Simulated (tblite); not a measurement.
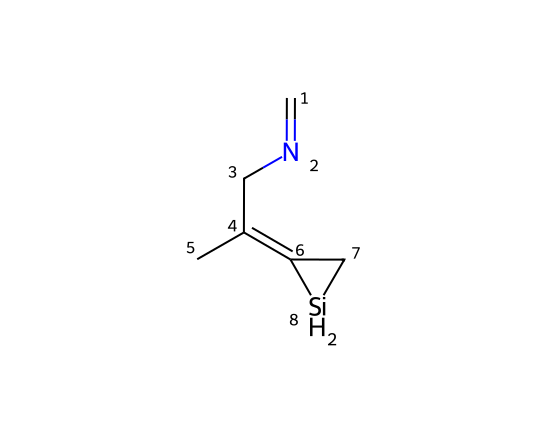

A structural formula, with wedges where it has stereocentres; small numbers name the atoms. The configuration is that of a computed structure (GFN2-xTB).

Question: What are the Cahn–Ingold–Prelog descriptors?

Answer: C4=C6: E.

Question: Write the isomeric SMILES.

Answer: C=NC/C(C)=C1\C[SiH2]1
